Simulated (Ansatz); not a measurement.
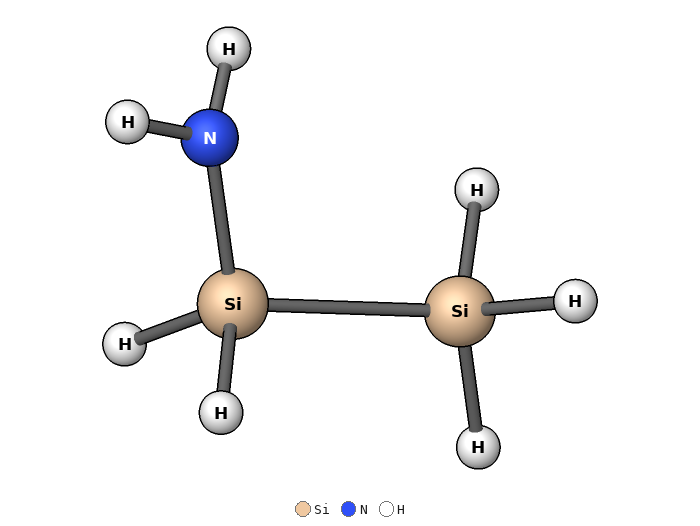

Harmonic vibrations computed with RKS PBE0-D4/def2-TZVP (Ansatz 0.2.0) at a stationary point of the same level.

How many imaginary frequencies does it have?

A minimum: no imaginary frequency, and the lowest mode lies at 97 cm⁻¹.

List the wavenumbers.

24 modes: 97, 148, 196, 361, 390, 419, 509, 604, 692, 792, 841, 870, 931, 937, 940, 966, 1585, 2154, 2205, 2210, 2220, 2226, 3598, 3691 cm⁻¹.
